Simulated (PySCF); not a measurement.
# CH5BFS− (SMILES CS[BH2-]F): PBE0/ma-def2-SVP

What is the vertical ionisation energy of CH5BFS− at PBE0/ma-def2-SVP? Input form: a Python script.

The calculation is run with PySCF 2.14.0.

**1. The system as given**

CH5BFS−: 9 atoms, total charge -1, spin state singlet. SMILES: `CS[BH2-]F`. Geometry: relaxed at GFN2-xTB. This is one conformer, not always the lowest.

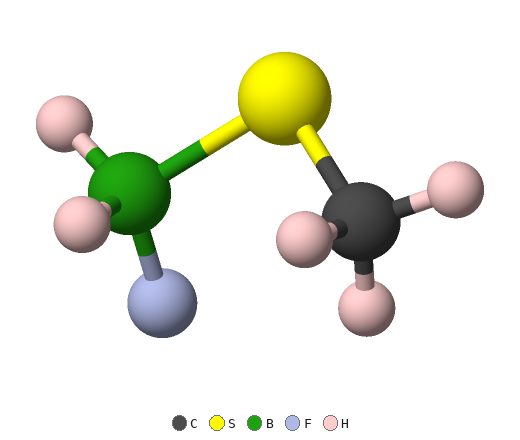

The structure, seen from a chosen angle (carbon dark grey, sulfur yellow, boron green, fluorine light blue, hydrogen pink).

**2. A single-point energy at PBE0/ma-def2-SVP**

Contents of input.py:

```python
from pyscf import gto, dft

mol = gto.Mole()
mol.atom = '''
C     -1.285203     2.095801    -1.052407
S     -2.136770    -0.491593     1.045963
B      1.203378    -2.103983     1.181079
F      1.900176    -2.883193    -1.272787
H     -0.449925     1.317574    -2.761457
H      0.080918     3.315619    -0.110058
H     -2.983046     3.159622    -1.513519
H      1.003388    -3.902965     2.560220
H      2.667084    -0.506881     1.922985
'''
mol.max_memory = 1860
mol.charge = -1
mol.unit = 'bohr'
mol.basis = 'ma-def2-svp'
mol.verbose = 3
mol.build()

mf = dft.RKS(mol)
mf.xc = 'pbe0'
mf.grids.level = 4
mf.conv_tol = 1e-10
mf.kernel()
if not mf.converged:
    mf = mf.newton().run(mf.mo_coeff, mf.mo_occ)

e_tot = mf.e_tot
print('Final energy', e_tot)
```

Command:

```
$ OMP_NUM_THREADS=1 python input.py
```

Standard output:

```text
converged SCF energy = -563.538967246526
Final energy -563.5389672465265
```

Run time: 6.9 s. Hardware: 1 thread of Intel Xeon 6975P-C (Granite Rapids), shared host; peak memory 0.43 GiB.

**3. Doublet neutral CH5BFS, same level**

Contents of job.py:

```python
from pyscf import gto, dft

mol = gto.M(
    atom='''
C     -1.285203     2.095801    -1.052407
S     -2.136770    -0.491593     1.045963
B      1.203378    -2.103983     1.181079
F      1.900176    -2.883193    -1.272787
H     -0.449925     1.317574    -2.761457
H      0.080918     3.315619    -0.110058
H     -2.983046     3.159622    -1.513519
H      1.003388    -3.902965     2.560220
H      2.667084    -0.506881     1.922985
''',
    spin=1,
    charge=0,
    verbose=4,
    unit='bohr',
    basis='ma-def2-svp',
    max_memory=1860,
)

mf = dft.UKS(mol, xc='pbe0')
mf.conv_tol = 1e-10
mf.grids.level = 4
mf.kernel()
if not mf.converged:
    mf = mf.newton().run(mf.mo_coeff, mf.mo_occ)

energy = mf.e_tot
print(f'total energy: {energy:.8f} hartree')
```

Command:

```
$ OMP_NUM_THREADS=1 python job.py
```

Standard output:

```text
PySCF version 2.14.0

[... 118 lines left out ...]
converged SCF energy = -563.417202312108  <S^2> = 0.75448039  2S+1 = 2.0044754
total energy: -563.41720231 hartree
```

It took 15 s on 1 thread of Intel Xeon 6975P-C (Granite Rapids), shared host; peak memory 0.44 GiB.

**4. Summary of results**

Level: PBE0/ma-def2-SVP.

| quantity | value |
| --- | --- |
| singlet CH5BFS−: total energy | -563.53897 Eh |
| singlet CH5BFS−: HOMO energy | -1.16 eV |
| singlet CH5BFS−: LUMO energy | 3.99 eV |
| singlet CH5BFS−: HOMO–LUMO gap (to an unbound level, set by the basis) | 5.15 eV |
| doublet neutral CH5BFS: total energy | -563.41720 Eh |
| doublet neutral CH5BFS: dipole moment | 4.48 D |
| doublet neutral CH5BFS: HOMO energy (highest over α and β) | -8.03 eV |
| doublet neutral CH5BFS: LUMO energy (lowest over α and β) | -5.45 eV |
| doublet neutral CH5BFS: ⟨S²⟩ | 0.754 |
| vertical detachment energy (to the doublet neutral) | 3.313 eV |

Removing an electron at fixed nuclei costs 3.31 eV (320 kJ/mol). −ε(HOMO) before ionisation, 1.16 eV, is 2.16 eV below this ionisation energy. Mulliken charges (singlet CH5BFS−) run from -0.79 on C1 to +0.24 on H5; they depend strongly on the basis. Mulliken charges (doublet neutral CH5BFS) run from -0.83 on C1 to +0.31 on S2; they depend strongly on the basis.
